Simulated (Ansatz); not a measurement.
# Sn on Zr(0001), ontop start, 2x2 cell: photoemission fingerprints, part 2 of 5

Aim: how the adsorbate changes the work function, the valence spectrum and the core levels in Sn on Zr(0001), ontop start, 2x2 cell. Spin–orbit coupling is left out of the bands throughout.

Ansatz 0.2.0; DFT, PBE, plane-wave PAW, default files, scalar-relativistic.

So far, work function, upper face (eV): step 2 (the clean face) 4.16.

### 3. Relaxation

System of this step: Zr16Sn. The cell holds 17 atoms: 1 Sn and 16 Zr. Cell: a = 6.460 Å, b = 6.460 Å, c = 25.305 Å, α = 90.0°, β = 90.0°, γ = 60.0°. It derives from Zr. How the cell was made: adsorbate; added: Sn; site: ontop; coverage 0.25 monolayer; cell: 2x2; on one face. Regions: ad, 1 atom (1 Sn); L1, 4 atoms (4 Zr); L2, 4 atoms (4 Zr); L3, 4 atoms (4 Zr); rest, 4 atoms (4 Zr). Vacuum lies along c.

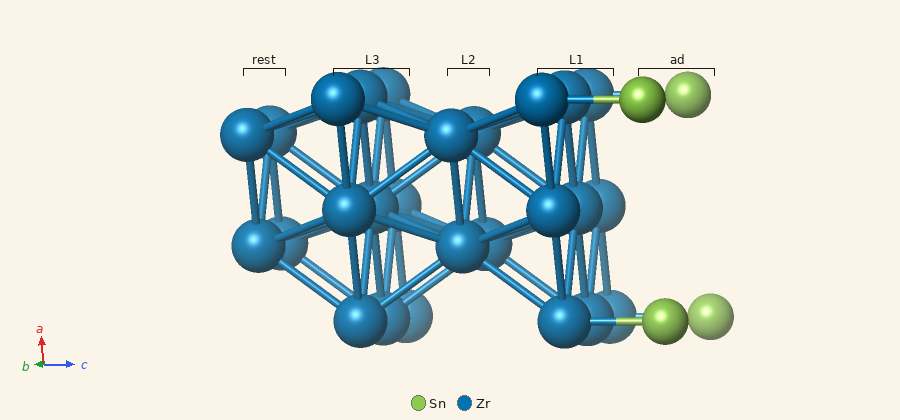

The cell of this step (tin green, zirconium blue). Some periodic images of atoms are drawn too.

Levels and vacuum steps follow bond lengths, so the atoms are relaxed first. 8 atoms are held to stand for the bulk. A dipole correction cancels the field between unlike faces.

Contents of input.yaml:

```yaml
crystal:
  lattice:
    - [6.46, 0.0, 0.0]
    - [3.23, 5.5945241084, 0.0]
    - [0.0, 0.0, 25.305]
  atoms:
    - { symbol: Sn, position: [0.001475798, 0.0, 0.703615886] }
    - { symbol: Zr, position: [0.0, 0.0, 0.602845287] }
    - { symbol: Zr, position: [0.5, 0.0, 0.602845287] }
    - { symbol: Zr, position: [0.0, 0.5, 0.602845287] }
    - { symbol: Zr, position: [0.5, 0.5, 0.602845287] }
    - { symbol: Zr, position: [0.833333333, 0.333333333, 0.500691563] }
    - { symbol: Zr, position: [0.333333333, 0.333333333, 0.500691563] }
    - { symbol: Zr, position: [0.833333333, 0.833333333, 0.500691563] }
    - { symbol: Zr, position: [0.333333333, 0.833333333, 0.500691563] }
    - { symbol: Zr, position: [0.0, 0.0, 0.398537838] }
    - { symbol: Zr, position: [0.5, 0.0, 0.398537838] }
    - { symbol: Zr, position: [0.0, 0.5, 0.398537838] }
    - { symbol: Zr, position: [0.5, 0.5, 0.398537838] }
    - { symbol: Zr, position: [0.833333333, 0.333333333, 0.296384114] }
    - { symbol: Zr, position: [0.333333333, 0.333333333, 0.296384114] }
    - { symbol: Zr, position: [0.833333333, 0.833333333, 0.296384114] }
    - { symbol: Zr, position: [0.333333333, 0.833333333, 0.296384114] }
kpoints:
  mp_grid: { grid: [6, 6, 1] }
scf:
  occupations: { method: fermi_dirac, width: 0.05 }
  n_extra_bands: 14
hamiltonian:
  xc: pbe
  pseudopotentials: { kind: paw }
output:
  forces: true
  write_potential: true
  volumetric_format: []
efield:
  axis: 3
  dipole_correction: true
relax:
  f_tol: 0.03
  max_steps: 45
  constraints: [{ sites: [9, 10, 11, 12, 13, 14, 15, 16] }]
```

Command:

```
> ansatz run input.yaml --threads 8 --pin off --max-ram 20480MiB --backend cpu --events-out ev --progress --plain --runs-dir out
```

Numbers of over 12 decimals in the logs are rounded to 6 here.

Log:

```text
[...]
Crystal: 17 atoms, lattice volume = 914.539 Å³
Basis set: ecut = 420 eV, 17941 PW (Γ), exchange–correlation on 90×90×360 points (8 copies of the dense FFT grid, shifted against one another)
Bands: 117, of which v1, the nominal top of the filled ones, is band 103 counted from 1 (102 counted from 0)
Symmetry: 1 space group operations
[...]
k-points: 20 of 36 (time reversal used)
[...]
SCF iter   1: F=—  HF=-72958.168885 eV  |F-HF|=—  |Δ(HF+E_count)|=         —  Δρ=5.01e-3  dr2=3.13e0  ethr=1.77e-3  p=-0.067 e·Å  D=-1.33e-2 V/Å  ΔV_dip=0.34 eV  dr2_dipole=5.03e-2  V_vac-E_F(+/−)=4.48/4.14 eV  ⟨swp⟩=8.9  Hψ=11005  notcnv=0
[...]
SCF iter   6: F=-72958.102321 eV  HF=-72958.102323 eV  |F-HF|=1.89e-6  |Δ(HF+E_count)|=   2.87e-7  Δρ=1.56e-5  dr2=5.30e-6  ethr=1.09e-8  p=-0.038 e·Å  D=-7.57e-3 V/Å  ΔV_dip=0.19 eV  dr2_dipole=1.25e-8  V_vac-E_F(+/−)=4.37/4.18 eV  ⟨swp⟩=14.7  Hψ=26555  notcnv=0
[...]
SCF 1 converged in 6 iterations: F = -72958.102321 eV  dr2 = 5.30e-6
[...]
relax step   1: F+E_penalty+E_count = -72958.10232125 eV  Δ(F+E_penalty+E_count) = +0.000e0 eV  max|allowed force component| = 3.705e0 eV/Å  Δτ_max = 0.0000 Å  (6 SCF iters, dr2 threshold 2.25e-5 eV, accepted)
[...]
SCF iter   5: F=-72958.565195 eV  HF=-72958.565265 eV  |F-HF|=6.96e-5  |Δ(HF+E_count)|=   4.45e-5  Δρ=5.47e-5  dr2=7.71e-5  ethr=4.85e-8  p=-0.026 e·Å  D=-5.08e-3 V/Å  ΔV_dip=0.13 eV  dr2_dipole=1.74e-5  V_vac-E_F(+/−)=4.33/4.20 eV  ⟨swp⟩=14.4  Hψ=25454  notcnv=0
[...]
SCF 2 converged in 5 iterations: F = -72958.565195 eV  dr2 = 7.71e-5
relax step   2: F+E_penalty+E_count = -72958.56519506 eV  Δ(F+E_penalty+E_count) = -4.629e-1 eV  max|allowed force component| = 5.603e-1 eV/Å  Δτ_max = 0.1945 Å  (5 SCF iters, dr2 threshold 1.00e-4 eV, accepted)
[...]
SCF iter   1: F=—  HF=-72958.751587 eV  |F-HF|=—  |Δ(HF+E_count)|=         —  Δρ=3.53e-3  dr2=9.28e-1  ethr=3.78e-4  p=-0.026 e·Å  D=-5.08e-3 V/Å  ΔV_dip=0.13 eV  dr2_dipole=1.94e-1  V_vac-E_F(+/−)=4.33/4.20 eV  ⟨swp⟩=3.4  Hψ=7542  notcnv=0
[...]
eigensolver tolerance schedule calibrated: the retry pair's looser diagonalisation under-reported the residual by θ = 0.16 (0.18/decade); ethr = c·dr2/N_el runs at the constant in force after the calibration composes with the one it found (an armed cap, an earlier calibration), c = 3.2e-2
[...]
SCF iter   2: F=—  HF=-72958.709268 eV  |F-HF|=—  |Δ(HF+E_count)|=   4.23e-2  Δρ=1.63e-3  dr2=5.25e-2  ethr=1.44e-4  p=-0.020 e·Å  D=-4.04e-3 V/Å  ΔV_dip=0.10 eV  dr2_dipole=2.51e-3  V_vac-E_F(+/−)=4.30/4.20 eV  ⟨swp⟩=3.7  Hψ=3550  notcnv=0
[...]
SCF iter   6: F=-72958.702254 eV  HF=-72958.702257 eV  |F-HF|=3.14e-6  |Δ(HF+E_count)|=   1.09e-5  Δρ=1.74e-5  dr2=7.49e-6  ethr=3.05e-9  p=-0.020 e·Å  D=-3.87e-3 V/Å  ΔV_dip=0.10 eV  dr2_dipole=9.73e-7  V_vac-E_F(+/−)=4.30/4.20 eV  ⟨swp⟩=12.3  Hψ=24339  notcnv=0
[...]
SCF 3 converged in 6 iterations: F = -72958.702254 eV  dr2 = 7.49e-6
relax step   3: F+E_penalty+E_count = -72958.70225373 eV  Δ(F+E_penalty+E_count) = -1.371e-1 eV  max|allowed force component| = 3.000e-1 eV/Å  Δτ_max = 0.1412 Å  (6 SCF iters, dr2 threshold 1.96e-5 eV, accepted)
[... from here on, the SCF cycles and remarks between the steps are left out ...]
relax step   4: F+E_penalty+E_count = -72958.74161780 eV  Δ(F+E_penalty+E_count) = -3.936e-2 eV  max|allowed force component| = 1.284e-1 eV/Å  Δτ_max = 0.1142 Å  (7 SCF iters, dr2 threshold 5.62e-6 eV, accepted)
relax step   5: F+E_penalty+E_count = -72958.74856171 eV  Δ(F+E_penalty+E_count) = -6.944e-3 eV  max|allowed force component| = 5.221e-2 eV/Å  Δτ_max = 0.0174 Å  (6 SCF iters, dr2 threshold 3.02e-6 eV, accepted)
relax step   6: F+E_penalty+E_count = -72958.75002721 eV  Δ(F+E_penalty+E_count) = -1.465e-3 eV  max|allowed force component| = 2.623e-2 eV/Å  Δτ_max = 0.0421 Å  (7 SCF iters, accepted)
relax step   7: F+E_penalty+E_count = -72958.75499297 eV  Δ(F+E_penalty+E_count) = -4.966e-3 eV  max|allowed force component| = 8.122e-2 eV/Å  Δτ_max = 0.1330 Å  (7 SCF iters, accepted)
relax step   8: F+E_penalty+E_count = -72958.77354703 eV  Δ(F+E_penalty+E_count) = -1.855e-2 eV  max|allowed force component| = 1.319e-1 eV/Å  Δτ_max = 0.1951 Å  (6 SCF iters, dr2 threshold 1.66e-6 eV, accepted)
relax step   9: F+E_penalty+E_count = -72958.81182835 eV  Δ(F+E_penalty+E_count) = -3.828e-2 eV  max|allowed force component| = 1.599e-1 eV/Å  Δτ_max = 0.1950 Å  (5 SCF iters, dr2 threshold 1.74e-5 eV, accepted)
relax step  10: F+E_penalty+E_count = -72958.86835702 eV  Δ(F+E_penalty+E_count) = -5.653e-2 eV  max|allowed force component| = 1.708e-1 eV/Å  Δτ_max = 0.1950 Å  (5 SCF iters, dr2 threshold 2.56e-5 eV, accepted)
relax step  11: F+E_penalty+E_count = -72958.92355365 eV  Δ(F+E_penalty+E_count) = -5.520e-2 eV  max|allowed force component| = 1.878e-1 eV/Å  Δτ_max = 0.1953 Å  (6 SCF iters, dr2 threshold 2.92e-5 eV, accepted)
relax step  12: F+E_penalty+E_count = -72958.97265466 eV  Δ(F+E_penalty+E_count) = -4.910e-2 eV  max|allowed force component| = 3.179e-1 eV/Å  Δτ_max = 0.1961 Å  (6 SCF iters, dr2 threshold 3.53e-5 eV, accepted)
relax step  13: F+E_penalty+E_count = -72959.02991652 eV  Δ(F+E_penalty+E_count) = -5.726e-2 eV  max|allowed force component| = 1.254e-1 eV/Å  Δτ_max = 0.1953 Å  (5 SCF iters, dr2 threshold 1.00e-4 eV, accepted)
relax step  14: F+E_penalty+E_count = -72959.07463689 eV  Δ(F+E_penalty+E_count) = -4.472e-2 eV  max|allowed force component| = 8.990e-2 eV/Å  Δτ_max = 0.2000 Å  (6 SCF iters, dr2 threshold 2.44e-6 eV, accepted)
relax step  15: F+E_penalty+E_count = -72959.10340554 eV  Δ(F+E_penalty+E_count) = -2.877e-2 eV  max|allowed force component| = 4.393e-2 eV/Å  Δτ_max = 0.2000 Å  (7 SCF iters, dr2 threshold 1.26e-6 eV, accepted)
relax step  16: F+E_penalty+E_count = -72959.11390018 eV  Δ(F+E_penalty+E_count) = -1.049e-2 eV  max|allowed force component| = 2.132e-2 eV/Å  Δτ_max = 0.1796 Å  (8 SCF iters, accepted)
relax step  17: F+E_penalty+E_count = -72959.11373486 eV  Δ(F+E_penalty+E_count) = +1.653e-4 eV  max|allowed force component| = 5.790e-2 eV/Å  Δτ_max = 0.0421 Å  (7 SCF iters, rejected (line search))
SCF iter   1: F=—  HF=-72959.115669 eV  |F-HF|=—  |Δ(HF+E_count)|=         —  Δρ=5.19e-4  dr2=4.35e-3  ethr=2.84e-5  p=-0.077 e·Å  D=-1.51e-2 V/Å  ΔV_dip=0.38 eV  dr2_dipole=2.22e-6  V_vac-E_F(+/−)=4.58/4.19 eV  ⟨swp⟩=2.6  Hψ=3952  notcnv=0
[...]
SCF iter   7: F=-72959.114575 eV  HF=-72959.114575 eV  |F-HF|=6.43e-9  |Δ(HF+E_count)|=   6.20e-8  Δρ=8.79e-7  dr2=1.22e-8  ethr=4.85e-11  p=-0.077 e·Å  D=-1.52e-2 V/Å  ΔV_dip=0.38 eV  dr2_dipole=8.30e-10  V_vac-E_F(+/−)=4.58/4.19 eV  ⟨swp⟩=10.3  Hψ=16717  notcnv=0
[...]
SCF 18 converged in 7 iterations: F = -72959.114575 eV  dr2 = 1.22e-8
relax step  18: F+E_penalty+E_count = -72959.11457528 eV  Δ(F+E_penalty+E_count) = -6.751e-4 eV  max|allowed force component| = 1.852e-2 eV/Å  Δτ_max = 0.0201 Å  (7 SCF iters, accepted)
NSCF: frozen V_eff on 20 k-points
[...]
SCF converged after 7 iterations
Free energy (F): -72959.114575 eV
[...]
Internal energy: -72958.934021 eV  (E = F + TS)
E sigma→0 (E₀):  -72959.024298 eV
Entropy (-TS):   -0.180554 eV (-10.621 meV/atom)
Fermi energy:    3.631724 eV
Dipole field:    D = -0.015197 V/Å  (p = -0.076809 e·Å, saw-weighted, corrected)
Work function:   Φ+ = 4.5769 eV   Φ− = 4.1922 eV
[...]
--- Forces (eV/Å), atoms counted from 1 ---
  atom   1  Sn    -0.00070098     0.00597043     0.00788772
  atom   2  Zr     0.00057309    -0.00278185     0.00848555
  atom   3  Zr     0.00269879     0.00179006    -0.00141247
  atom   4  Zr     0.00205178    -0.00111466    -0.00214814
  atom   5  Zr     0.00314006    -0.01128981    -0.01851978
  atom   6  Zr     0.00073007    -0.00293481     0.00048044
  atom   7  Zr     0.00260851    -0.00189224     0.00887035
  atom   8  Zr     0.00911803    -0.00096195    -0.00384039
  atom   9  Zr    -0.00149733    -0.00047816    -0.00137449
  atom  10  Zr    -0.09824871     0.05671970    -0.60229965
  atom  11  Zr     0.09250062     0.06003716    -0.60131995
  atom  12  Zr    -0.00236946     0.00165565    -0.17628511
  atom  13  Zr    -0.00362674    -0.10969473    -0.59942451
  atom  14  Zr    -0.00772381    -0.00253752     0.50026799
  atom  15  Zr     0.00365894    -0.00201577     0.49921111
  atom  16  Zr    -0.00144589     0.00840655     0.50031075
  atom  17  Zr    -0.00145230     0.00110706     0.48111779
  max |Σ_I F_I| component: 1.49e-5 eV/Å
--- Band table (eV; the first three rows and the last of 20) ---
  k-point 0: bands = [... 99 lower, 3.9683, 3.9726, 3.9770, 4.1487, 4.2063, 4.4086, 4.4130, 4.4769, ... 10 higher]
  k-point 1: bands = [... 99 lower, 3.8158, 3.8905, 3.9133, 3.9469, 4.0206, 4.1266, 4.2109, 4.2786, ... 10 higher]
  k-point 2: bands = [... 99 lower, 3.4378, 3.5396, 3.6035, 3.6088, 3.7145, 3.8052, 3.8392, 3.9632, ... 10 higher]
  k-point 19: bands = [... 99 lower, 3.1760, 3.2718, 3.3225, 3.3991, 3.5024, 3.5453, 3.6516, 3.7409, ... 10 higher]
--- Relaxed structure (18 steps of the walk, 17 accepted, 0 SCFs on fresh bases) ---
  F+E_penalty+E_count = -72959.11457528 eV   max|allowed force component| = 1.852e-2 eV/Å
  atoms:
    - { symbol: Sn, position: [0.330033, -0.164895, 0.693136] }
    - { symbol: Zr, position: [0.00903964, -0.00421765, 0.599638] }
    - { symbol: Zr, position: [0.491707, -0.00425004, 0.599813] }
    - { symbol: Zr, position: [-0.00263894, 0.501653, 0.608442] }
    - { symbol: Zr, position: [0.491610, 0.513160, 0.599897] }
    - { symbol: Zr, position: [0.834374, 0.338272, 0.504602] }
    - { symbol: Zr, position: [0.323972, 0.338269, 0.504614] }
    - { symbol: Zr, position: [0.834241, 0.827770, 0.504596] }
    - { symbol: Zr, position: [0.331459, 0.834435, 0.498746] }
    - { symbol: Zr, position: [0.0, 0.0, 0.398538] }
    - { symbol: Zr, position: [0.500000, 0.0, 0.398538] }
    - { symbol: Zr, position: [-2.7755575615628914e-17, 0.5, 0.398538] }
    - { symbol: Zr, position: [0.500000, 0.5, 0.398538] }
    - { symbol: Zr, position: [0.833333, 0.333333333, 0.296384] }
    - { symbol: Zr, position: [0.333333, 0.333333333, 0.296384] }
    - { symbol: Zr, position: [0.833333, 0.833333333, 0.296384] }
    - { symbol: Zr, position: [0.333333, 0.833333333, 0.296384] }
```

It took 10 min on 8 threads of Arm Neoverse V1, shared host; peak memory 4.5 GiB.

The steps of the relaxation:

```
step  energy less that of the first step (eV)  largest force component (eV/Å)
   1                                   0.0000                          3.7047
   2                                  -0.4629                          0.5603
   3                                  -0.5999                          0.3000
   4                                  -0.6393                          0.1284
   5                                  -0.6462                          0.0522
   6                                  -0.6477                          0.0262
   7                                  -0.6527                          0.0812
   8                                  -0.6712                          0.1319
   9                                  -0.7095                          0.1599
  10                                  -0.7660                          0.1708
  11                                  -0.8212                          0.1878
  12                                  -0.8703                          0.3179
  13                                  -0.9276                          0.1254
  14                                  -0.9723                          0.0899
  15                                  -1.0011                          0.0439
  16                                  -1.0116                          0.0213
  17                                  -1.0114                          0.0579
  18                                  -1.0123                          0.0185
```

Relaxation step 17 was tried and not accepted.

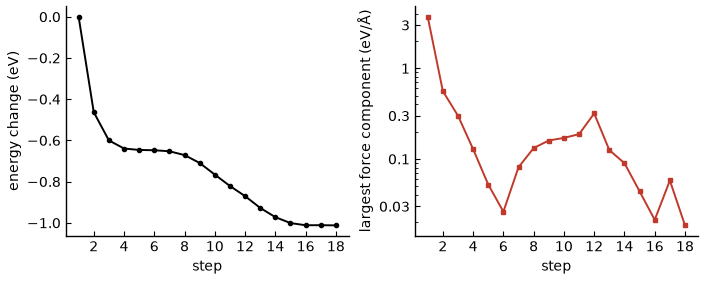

Energy and largest force along the relaxation.

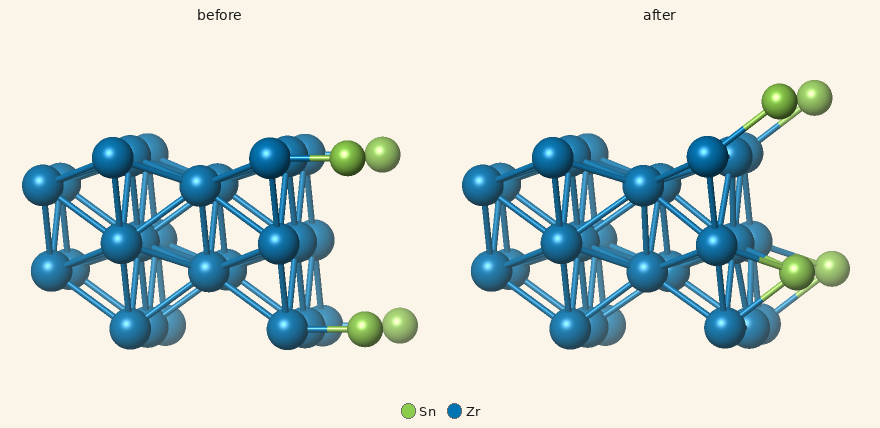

Before and after, at one scale.

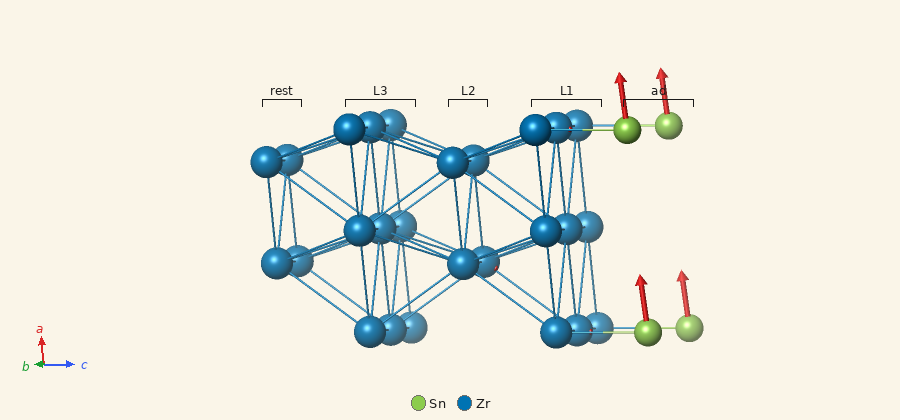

Displacements in the relaxation, scaled; the longest in the cell stands for 1.86 Å. Some periodic images of atoms are drawn too.

The atoms that moved most (Å):

```
atom      dx      dy      dz  length
 Sn1   1.590  -0.923  -0.265   1.857
 Zr4  -0.012   0.009   0.142   0.142
 Zr7  -0.045   0.028   0.099   0.112
 Zr5  -0.012   0.074  -0.075   0.105
 Zr6   0.023   0.028   0.099   0.105
 Zr3  -0.067  -0.024  -0.077   0.105
 Zr8  -0.012  -0.031   0.099   0.104
 Zr2   0.045  -0.024  -0.081   0.096
```

The relaxed structure:

```cif
data_structure
_symmetry_space_group_name_H-M 'P 1'
_symmetry_Int_Tables_number 1
_cell_length_a 6.4600
_cell_length_b 6.4600
_cell_length_c 25.3050
_cell_angle_alpha 90.000
_cell_angle_beta 90.000
_cell_angle_gamma 60.000
_cell_volume 914.54
loop_
_atom_site_label
_atom_site_type_symbol
_atom_site_fract_x
_atom_site_fract_y
_atom_site_fract_z
_atom_site_occupancy
Sn1 Sn 0.33003 0.83511 0.69314 1
Zr2 Zr 0.00904 0.99578 0.59964 1
Zr3 Zr 0.49171 0.99575 0.59981 1
Zr4 Zr 0.99736 0.50165 0.60844 1
Zr5 Zr 0.49161 0.51316 0.59990 1
Zr6 Zr 0.83437 0.33827 0.50460 1
Zr7 Zr 0.32397 0.33827 0.50461 1
Zr8 Zr 0.83424 0.82777 0.50460 1
Zr9 Zr 0.33146 0.83443 0.49875 1
Zr10 Zr 0.00000 0.00000 0.39854 1
Zr11 Zr 0.50000 0.00000 0.39854 1
Zr12 Zr 0.00000 0.50000 0.39854 1
Zr13 Zr 0.50000 0.50000 0.39854 1
Zr14 Zr 0.83333 0.33333 0.29638 1
Zr15 Zr 0.33333 0.33333 0.29638 1
Zr16 Zr 0.83333 0.83333 0.29638 1
Zr17 Zr 0.33333 0.83333 0.29638 1
```

Numbers from this step:

| Item | Value |
| --- | --- |
| free energy | -72959.1146 eV |
| energy at zero smearing | -72959.0243 eV |
| smearing term TS | 0.1806 eV |
| Fermi energy | 3.632 eV |
| symmetry operations | 1 |
| work function, upper face | 4.577 eV |
| work function, lower face | 4.192 eV |

The relaxation ends 60 meV an atom lower, with a largest force component of 0.019 eV/Å on the free atoms. Between step 2 and this run (17 atoms) the value for the work function, upper face moves from 4.16 eV to 4.58 eV (+10 %).

[end of part 2 of 5]

[Logs are printed without paths, hosts, clocks, repeated set-up lines and the standing remarks that a program may print on its own settings, such as how far it seeks lower states.]

[Hosts, paths, dates, database ids (printed as entryN), source tags and the programs' standing remarks are cut or masked in the printed files.]

[Maps of the electrostatic potential energy from Ansatz leave out the sawtooth potential of an applied field or a dipole correction, so their vacuum need not be flat; work functions include it.]
